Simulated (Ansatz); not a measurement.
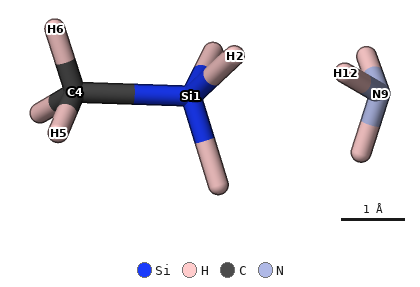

The structure as given in the input (stick view, seen at a tilt; atoms are numbered from 1 in the order of the input).

CH₉NSi: geometry relaxation

CH₉NSi, computed with RKS PBE0/6-31G* (Ansatz 0.2.0).

It belongs to a series of runs on one base structure; here: end point A relaxed. Figures and captions count atoms from 1; the log counts them from 0 in places.

The program's output
```
The last accepted step is kept in [file] (removed where the run ends without a failure and the disk answers)
Engine: ansatz 0.2.0, x86_64-unknown-linux-gnu
Functional definition: PBE0
  parameter a = 0.25
  parameter kappa = 0.804
  parameter beta = 0.06672455060314922
  exchange = (1 - a)*pbe_x(kappa = kappa, mu = beta*pi^2/3) + a*exact_x
  correlation = pbe_c(beta = beta)
801 factors; integrals over basis functions are off by at most 7.0e-4 eV
mean field evaluation 1: about -10537.0876 eV, gradient 5.7e1 eV
mean field evaluation 2: about -10533.5597 eV, gradient 6.7e1 eV
mean field evaluation 4: about -10543.8270 eV, gradient 2.4e0 eV
mean field evaluation 8: about -10543.8520 eV, gradient 4.9e-2 eV
mean field -10543.85200465 eV, -387.4794142914 hartree, gradient 1.7e-5 eV, S^2 0.000000; 0 other end points of the search recorded, 0 dependent functions left out
the calculation of the forces begins
reference -10543.85202675 eV, -387.4794151033 hartree; 18, 18 occupied and 49, 49 virtual orbitals, 801 factors
relax step   1: F+E_penalty+E_count = -10543.85200465 eV  Δ(F+E_penalty+E_count) = +0.000e0 eV  max|allowed force component| = 7.505e-1 eV/Å  Δτ_max = 0.0000 Å  (23 SCF iters, accepted)
these checks for a lower state are left out or cut short: starts, cluster_reference, orbital_swaps, neighbouring_geometries, increment
801 factors; integrals over basis functions are off by at most 7.2e-4 eV
mean field evaluation 16: about -10543.9596 eV, gradient 5.7e-2 eV
mean field -10543.97067819 eV, -387.4837754635 hartree, gradient 8.4e-5 eV, S^2 0.000000; 0 other end points of the search recorded, 0 dependent functions left out
the calculation of the forces begins
reference -10543.97070045 eV, -387.4837762814 hartree; 18, 18 occupied and 49, 49 virtual orbitals, 801 factors
relax step   2: F+E_penalty+E_count = -10543.97067819 eV  Δ(F+E_penalty+E_count) = -1.187e-1 eV  max|allowed force component| = 2.507e-1 eV/Å  Δτ_max = 0.1954 Å  (23 SCF iters, accepted)
these checks for a lower state are left out or cut short: starts, cluster_reference, orbital_swaps, neighbouring_geometries, increment
801 factors; integrals over basis functions are off by at most 7.3e-4 eV
mean field -10544.01843573 eV, -387.4855305207 hartree, gradient 8.2e-5 eV, S^2 0.000000; 0 other end points of the search recorded, 0 dependent functions left out
the calculation of the forces begins
reference -10544.01845830 eV, -387.4855313501 hartree; 18, 18 occupied and 49, 49 virtual orbitals, 801 factors
relax step   3: F+E_penalty+E_count = -10544.01843573 eV  Δ(F+E_penalty+E_count) = -4.776e-2 eV  max|allowed force component| = 1.571e-1 eV/Å  Δτ_max = 0.2000 Å  (22 SCF iters, accepted)
these checks for a lower state are left out or cut short: starts, cluster_reference, orbital_swaps, neighbouring_geometries, increment
801 factors; integrals over basis functions are off by at most 7.3e-4 eV
mean field -10544.02170866 eV, -387.4856507986 hartree, gradient 1.6e-5 eV, S^2 0.000000; 0 other end points of the search recorded, 0 dependent functions left out
the calculation of the forces begins
reference -10544.02173175 eV, -387.4856516473 hartree; 18, 18 occupied and 49, 49 virtual orbitals, 801 factors
relax step   4: F+E_penalty+E_count = -10544.02170866 eV  Δ(F+E_penalty+E_count) = -3.273e-3 eV  max|allowed force component| = 3.584e-1 eV/Å  Δτ_max = 0.2000 Å  (24 SCF iters, accepted)
these checks for a lower state are left out or cut short: starts, cluster_reference, orbital_swaps, neighbouring_geometries, increment
801 factors; integrals over basis functions are off by at most 7.3e-4 eV
mean field evaluation 32: about -10544.0172 eV, gradient 1.9e0 eV
mean field -10544.03938521 eV, -387.4863003999 hartree, gradient 5.0e-6 eV, S^2 0.000000; 0 other end points of the search recorded, 0 dependent functions left out
the calculation of the forces begins
reference -10544.03940834 eV, -387.4863012501 hartree; 18, 18 occupied and 49, 49 virtual orbitals, 801 factors
relax step   5: F+E_penalty+E_count = -10544.03938521 eV  Δ(F+E_penalty+E_count) = -1.768e-2 eV  max|allowed force component| = 2.576e-2 eV/Å  Δτ_max = 0.0523 Å  (26 SCF iters, accepted)
```

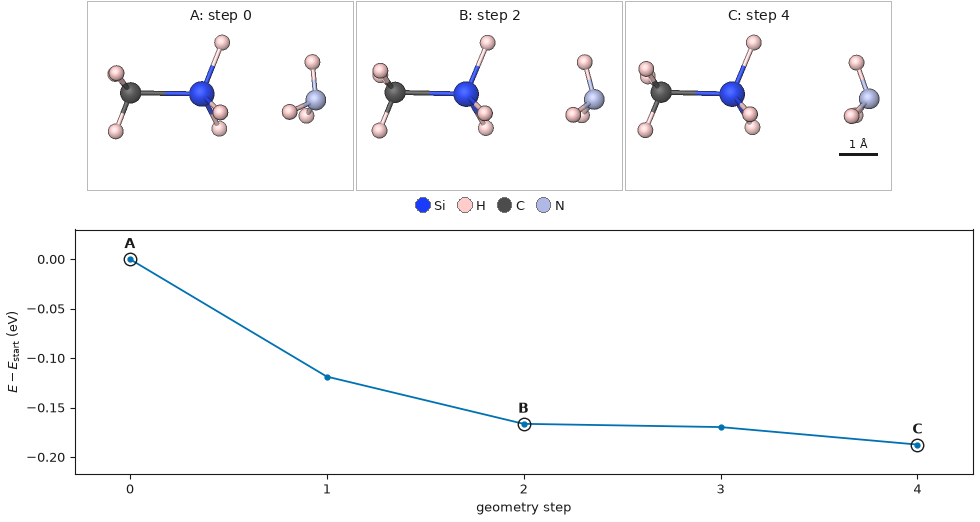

Frames of the relaxation (ball-and-stick view, seen at a tilt) above the curves, on which the letters mark them (the first geometry is step 0 here and step 1 in the log).

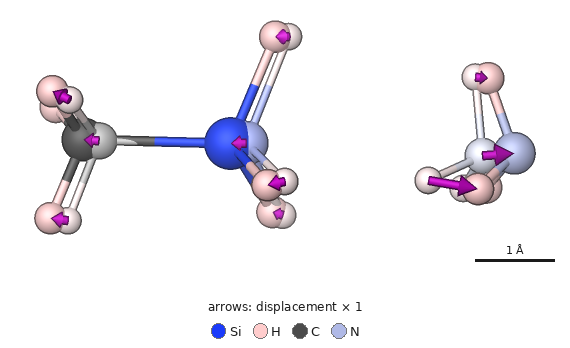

Start (faint) and end (solid) with the displacements as pink arrows, at true length (ball-and-stick view, seen at a tilt). The two geometries are laid on each other by the best rigid fit. The atom that moves furthest after the best rigid fit is H12 (0.65 Å). By element the largest moves are H 0.65 Å, N 0.41 Å, Si 0.21 Å, C 0.20 Å. Among the contacts that change: Si1–H2 1.471 → 1.492 Å, N9–H12 1.033 → 1.017 Å, Si1–H3 1.485 → 1.492 Å. The energy falls by 0.187 eV in 4 geometry steps. The largest force component goes from 0.75 to 0.026 eV/Å. (Atoms are counted from 1 in the order of the input.)

```
801 factors; integrals over basis functions are off by at most 7.3e-4 eV
mean field -10544.03938521 eV, -387.4863003999 hartree, gradient 5.0e-6 eV, S^2 0.000000; 1 other end points of the search recorded, 0 dependent functions left out
the calculation of the forces begins
reference -10544.03940834 eV, -387.4863012501 hartree; 18, 18 occupied and 49, 49 virtual orbitals, 801 factors
Total energy: -10544.03940834 eV, -387.4863012501 hartree
Atom 0 at    -0.154904     0.332528    -0.045232 Å, force    -0.004356     0.009286    -0.004513 eV/Å
Atom 1 at    -0.375882     0.269432     1.428829 Å, force     0.001844    -0.004830    -0.009076 eV/Å
Atom 2 at     1.313412     0.426360    -0.293225 Å, force    -0.014281     0.002743     0.005409 eV/Å
Atom 3 at    -1.054307     1.810872    -0.785021 Å, force     0.015807    -0.025758     0.011480 eV/Å
Atom 4 at    -2.134601     1.728637    -0.629404 Å, force    -0.014297    -0.002711     0.004261 eV/Å
Atom 5 at    -0.717328     2.744302    -0.323286 Å, force     0.009306     0.011091     0.004416 eV/Å
Atom 6 at    -0.872618     1.881806    -1.861913 Å, force     0.001624    -0.001160    -0.018269 eV/Å
Atom 7 at    -0.646296    -0.941904    -0.645876 Å, force     0.003603     0.013731     0.005732 eV/Å
Atom 8 at     1.557356    -2.513696     1.434570 Å, force    -0.007378     0.005551    -0.012689 eV/Å
Atom 9 at     0.995987    -2.782323     0.630420 Å, force     0.004105    -0.000861     0.009546 eV/Å
Atom 10 at     2.219645    -1.818591     1.100219 Å, force    -0.000093    -0.000997     0.002633 eV/Å
Atom 11 at     0.930337    -2.027421     2.070220 Å, force     0.004116    -0.006085     0.001070 eV/Å
Dipole moment:    -0.239759     0.409767    -0.219991 e Å
```

Trajectory as extended XYZ (Å, eV, eV/Å), 5 frames, from step=1 to step=5
```
12
Properties=species:S:1:pos:R:3:forces:R:3 step=1 energy=-10543.85201
Si   -0.0504    0.1597   -0.0100   -0.2211   0.3983  -0.5479
H    -0.2250    0.0947    1.4495   -0.1701   0.1760   0.3091
H     1.3982    0.2524   -0.3245    0.0509   0.0369  -0.0241
C    -0.9695    1.6614   -0.6803   -0.0101   0.0148  -0.0022
H    -2.0517    1.5183   -0.5871    0.0020   0.0137  -0.0022
H    -0.7044    2.5665   -0.1233    0.0200   0.0034  -0.0183
H    -0.7432    1.8375   -1.7382   -0.0063  -0.0263   0.0294
H    -0.6158   -1.0748   -0.6200    0.0100  -0.0239  -0.0148
N     1.3259   -2.1809    1.3509   -0.2666   0.1565   0.6019
H     0.8393   -2.5492    0.5418   -0.0079  -0.0215  -0.0173
H     2.1499   -1.6901    1.0220   -0.0004   0.0225  -0.0218
H     0.7075   -1.4855    1.7995    0.5997  -0.7505  -0.2918
12
Properties=species:S:1:pos:R:3:forces:R:3 step=2 energy=-10543.97068
Si   -0.0790    0.2108   -0.0381   -0.1034   0.1231  -0.0809
H    -0.2787    0.1773    1.4330   -0.0049  -0.0201   0.1065
H     1.3771    0.2923   -0.3376    0.0108   0.0240   0.0017
C    -0.9940    1.7037   -0.7071    0.0091   0.0050  -0.0864
H    -2.0743    1.5570   -0.6057   -0.0092   0.0533  -0.0173
H    -0.7169    2.6053   -0.1512   -0.0085   0.0241  -0.0376
H    -0.7646    1.8645   -1.7652   -0.0515   0.0484  -0.0135
H    -0.6250   -1.0431   -0.6319    0.0154   0.0087  -0.0021
N     1.3925   -2.2814    1.3836   -0.0055   0.0311   0.1878
H     0.8729   -2.6063    0.5733    0.0148  -0.0076   0.0213
H     2.1718   -1.7279    1.0352   -0.0750  -0.0392   0.0241
H     0.7790   -1.6420    1.8920    0.2077  -0.2507  -0.1036
12
Properties=species:S:1:pos:R:3:forces:R:3 step=3 energy=-10544.01844
Si   -0.1154    0.2680   -0.0234   -0.0182   0.0263  -0.1269
H    -0.3045    0.1967    1.4541   -0.0496   0.0763  -0.0125
H     1.3465    0.3508   -0.2988    0.0097   0.0201  -0.0050
C    -1.0185    1.7495   -0.7533   -0.0801   0.1112   0.0752
H    -2.1018    1.6435   -0.6272    0.0111  -0.0125   0.0144
H    -0.7184    2.6741   -0.2467    0.0109  -0.0188  -0.0106
H    -0.8225    1.8802   -1.8231    0.0560  -0.0928   0.0253
H    -0.6325   -1.0001   -0.6124   -0.0003   0.0024  -0.0150
N     1.4657   -2.3877    1.4012    0.0506   0.1376   0.0447
H     0.9356   -2.6865    0.5861    0.0078   0.0099   0.0484
H     2.1928   -1.7594    1.0567   -0.1549  -0.1101   0.0844
H     0.8338   -1.8191    1.9672    0.1571  -0.1496  -0.1224
12
Properties=species:S:1:pos:R:3:forces:R:3 step=4 energy=-10544.02171
Si   -0.1469    0.3246   -0.0668   -0.0680   0.0473   0.3584
H    -0.3805    0.3117    1.4060    0.0799  -0.1483   0.0450
H     1.3219    0.3989   -0.3113   -0.0100   0.0457  -0.0323
C    -1.0577    1.8095   -0.7643    0.1268  -0.1386  -0.2155
H    -2.1399    1.7052   -0.6281    0.0518   0.0248  -0.0272
H    -0.7310    2.7403   -0.2879   -0.0071  -0.0507  -0.0328
H    -0.8394    1.8665   -1.8352   -0.1445   0.1947  -0.0653
H    -0.6429   -0.9591   -0.6403   -0.0298   0.0311  -0.0359
N     1.5441   -2.5021    1.4365    0.0181   0.0200  -0.0405
H     0.9935   -2.7729    0.6260    0.0110  -0.0213  -0.0171
H     2.2266   -1.8259    1.1032    0.0035  -0.0196  -0.0037
H     0.9128   -1.9867    2.0424   -0.0317   0.0150   0.0671
12
Properties=species:S:1:pos:R:3:forces:R:3 step=5 energy=-10544.03939
Si   -0.1549    0.3325   -0.0452   -0.0044   0.0093  -0.0045
H    -0.3759    0.2694    1.4288    0.0018  -0.0048  -0.0091
H     1.3134    0.4264   -0.2932   -0.0143   0.0027   0.0054
C    -1.0543    1.8109   -0.7850    0.0158  -0.0258   0.0115
H    -2.1346    1.7286   -0.6294   -0.0143  -0.0027   0.0043
H    -0.7173    2.7443   -0.3233    0.0093   0.0111   0.0044
H    -0.8726    1.8818   -1.8619    0.0016  -0.0012  -0.0183
H    -0.6463   -0.9419   -0.6459    0.0036   0.0137   0.0057
N     1.5574   -2.5137    1.4346   -0.0074   0.0056  -0.0127
H     0.9960   -2.7823    0.6304    0.0041  -0.0009   0.0095
H     2.2196   -1.8186    1.1002   -0.0001  -0.0010   0.0026
H     0.9303   -2.0274    2.0702    0.0041  -0.0061   0.0011
```

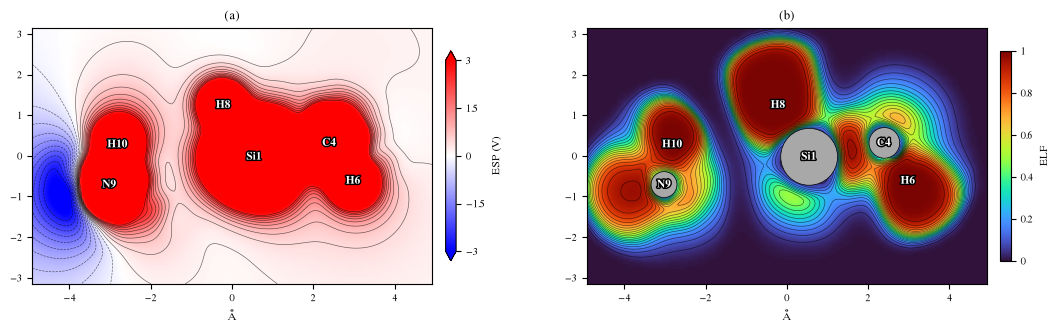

(a) molecular electrostatic potential; (b) ELF on the plane of atoms Si1, C4 and H6. Grey discs, where drawn, cover atomic cores. Atoms in the plane: Si, C, H and N. Si1···N9 (3.64 Å): the ELF is only about 0 between them (a non-bonded, intermolecular contact). C–Si (1.88 Å): the ELF peaks at about 0.95 between the atoms, as expected for localised, shared-pair bonding. N–H (1.02 Å): the ELF climbs to about 1 towards the hydrogen, as it does in any bond to H (a covalent bond by its length). Si–H (1.49 Å): the ELF climbs to about 1 towards the hydrogen.

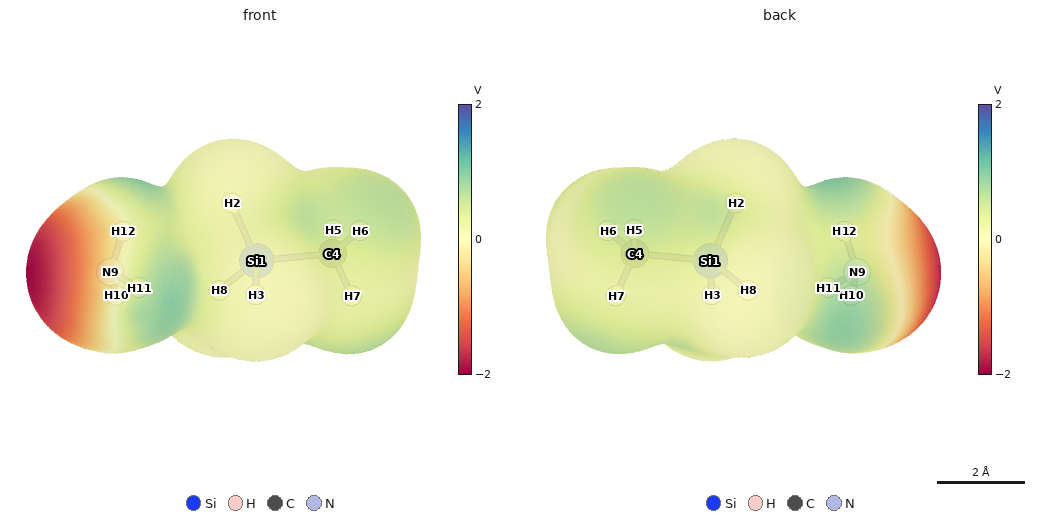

The molecular electrostatic potential painted on the density surface at 0.001 e/bohr³, seen at a tilt and from behind; red is negative and blue positive. A positive charge is drawn to the negative regions and a negative charge to the positive ones.

The run was set up as follows.

The input
```yaml
crystal:
  periodic: [false, false, false]
  atoms:
    - { symbol: Si, position_ang: [-0.050427, 0.159655, -0.009998] }
    - { symbol: H, position_ang: [-0.225016, 0.094725, 1.449521] }
    - { symbol: H, position_ang: [1.398238, 0.252385, -0.324468] }
    - { symbol: C, position_ang: [-0.969516, 1.661389, -0.680311] }
    - { symbol: H, position_ang: [-2.051722, 1.518345, -0.587085] }
    - { symbol: H, position_ang: [-0.704427, 2.566473, -0.123274] }
    - { symbol: H, position_ang: [-0.743167, 1.837501, -1.738154] }
    - { symbol: H, position_ang: [-0.615839, -1.074777, -0.620009] }
    - { symbol: "N", position_ang: [1.325936, -2.180856, 1.350861] }
    - { symbol: H, position_ang: [0.839255, -2.549202, 0.541751] }
    - { symbol: H, position_ang: [2.149948, -1.690135, 1.022002] }
    - { symbol: H, position_ang: [0.707539, -1.485501, 1.799464] }
basis:
  gaussian: { orbitals: "6-31G*" }
hamiltonian:
  xc: pbe0
relax:
  f_tol: 0.03
  max_steps: 50
output:
  orbitals: {}
```

Launch command:
```bash
ansatz run input.yaml --threads 1 --pin off --max-ram 2048MiB --backend cpu --events-out ev --progress --plain --runs-dir out
```

Summary

| quantity | value |
| --- | --- |
| outcome | converged |
| total energy | −10544.0394 eV |
| mean-field energy | −10544.0394 eV |
| largest force (length of the vector) at the end | 0.032 eV/Å |
| hardware | 1 thread of AMD EPYC (Zen 5), 32 GiB of memory available, shared host |
| wall time | 7.7 s |
| peak memory | 0.15 GiB |
